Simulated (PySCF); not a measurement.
```xyz
7
charge 0, multiplicity 1
C    -0.2332    0.9390   -1.4424
B    -0.0457    0.1877   -0.2900
Al    0.2335   -0.9337    1.4326
H    -0.9367    1.7664   -1.4965
H     0.3110    0.7480   -2.3640
H    -0.6070   -0.5870    2.7315
H     1.2834   -2.1217    1.4263
```

Describe the molecule in this file.

It has 7 atoms: 1 carbon, 4 hydrogen, 1 aluminium and 1 boron (CH4AlB). Its SMILES string is `C=[B][AlH2]`. This geometry has C2v symmetry. All atoms lie on one plane. Coordination: 1 C trigonal planar; 1 B linear; 1 Al trigonal planar.

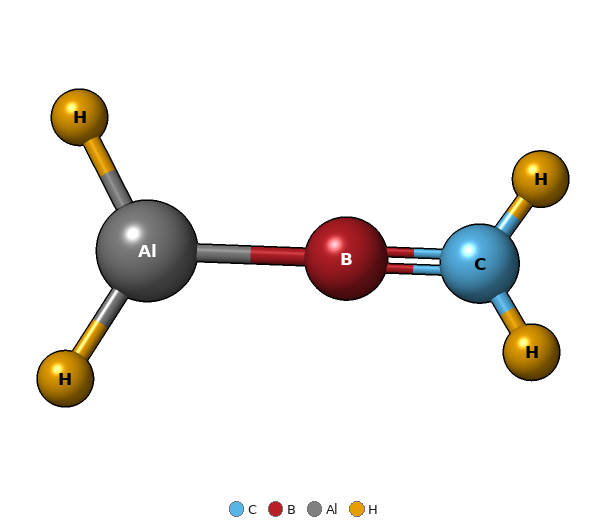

Simulated data, not a measurement (program: PySCF).
